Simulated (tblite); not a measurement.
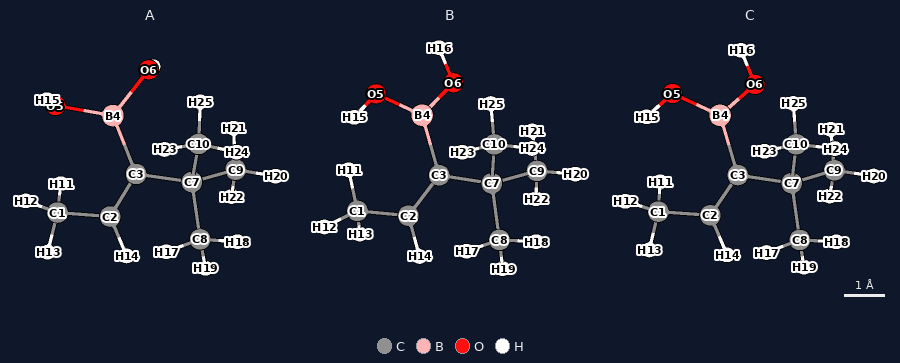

3 geometries from one relaxation of C$_{7}$H$_{15}$BO$_{2}$, in shuffled order. A ball-and-stick model, seen at a tilt.

All numbers below come from tblite, GFN2-xTB geometry optimisation, gas phase. 

**Order the frames from highest to lowest energy.**

A, C, B. They are steps 0, 26, 128, at +35.8 kcal/mol, +3.09 kcal/mol relative to the last. Over 128 geometry steps the energy falls by 35.8 kcal/mol. The largest moves after the best rigid fit, 0.81 Å, are those of O6 and H11. By element the largest moves are O 0.81 Å, H 0.80 Å, B 0.29 Å, C 0.12 Å. Among the contacts that change: B4–O6 1.470 → 1.351 Å, B4–O5 1.466 → 1.367 Å, C10–H23 1.127 → 1.089 Å, C3–C7 1.562 → 1.524 Å. Bond angles that change, for instance: B4–O5–H15 105.0° → 115.7°, B4–O6–H16 104.5° → 113.4°, B4–C3–C7 119.6° → 116.4°. Groups turn about B4–O5 by about 90°, B4–O6 by about 90°, C1–C2 by about 50°.
